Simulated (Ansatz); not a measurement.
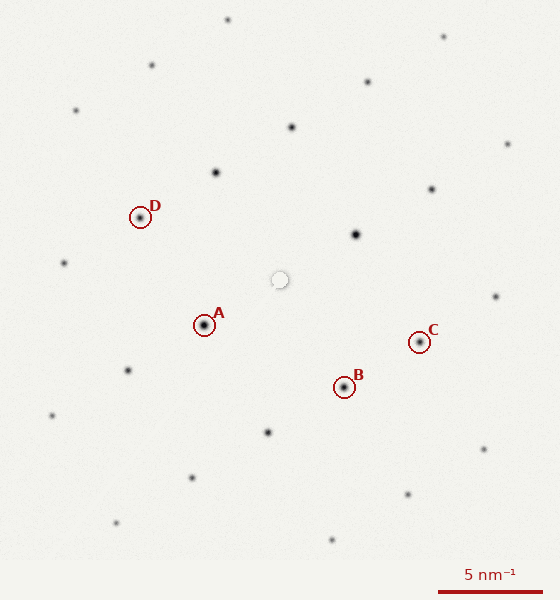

Simulated selected-area electron diffraction pattern (200 kV, kinematic approximation, thin crystal, B = 0.5 Å² for all atoms). The zone axis points towards the electron source and the pattern is seen from the source side.

Crystal: Ta, space group Im-3m (No. 229), a = 3.319 Å. Structure: the input geometry of an electronic-structure calculation (not necessarily at equilibrium).

Spot A is indexed -1 1 0 and spot B 0 0 2.

Index the other marked spots.

Answer. C = −A + B = 1 -1 2 (d = 1.355 Å). D = A − B = -1 1 -2 (d = 1.355 Å).

Which zone axis is this?

Answer. The cross product of A and B is parallel to [110]; every spot obeys hu + kv + lw = 0.

What are the spacings of A and B and the angle between them?

Answer. d(A) = 2.347 Å, d(B) = 1.659 Å, and the angle is 90.0°.
